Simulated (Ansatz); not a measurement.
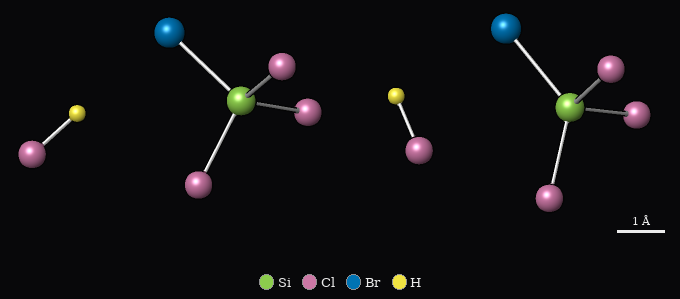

Two geometries of SiHBrCl4, drawn at one scale. One is the start of a relaxation, the other its converged end. Style: ball-and-stick. Shown at a tilt.

Level of theory: RKS PBE-D4/def2-SVP in Ansatz 0.2.0. (no spin polarisation; force threshold 0.03 eV/Å; at most 50 steps)

> Which of the two is the end point?

The left one is the relaxed one. The run prepares an end point of a later path (reaction) calculation, from a guessed geometry. The atom that moves furthest after the best rigid fit is a Cl atom (1.02 Å). By element the largest moves are Cl 1.02 Å, H 0.61 Å, Si 0.28 Å, Br 0.12 Å. Among the contacts that change: Br–Cl 3.231 → 3.924 Å, Cl–Cl 3.064 → 3.701 Å, Br–Si 2.291 → 2.229 Å, Cl–H 1.338 → 1.302 Å. Bond angles that change, for instance: Cl–Si–Br 130.4° → 109.2°, Cl–Si–Br 103.3° → 109.0°, Cl–Si–Cl 104.9° → 109.9°. The energy falls by 0.546 eV in 11 accepted moves (12 points after the start). Largest force component: 1.1 eV/Å at the start, 0.016 eV/Å at the end. The line search rejected the trial step at point 10 of the run.

Limits of the set-up: the start holds two separate molecules, 2.8 Å apart at their closest, whose relative position is a soft coordinate.
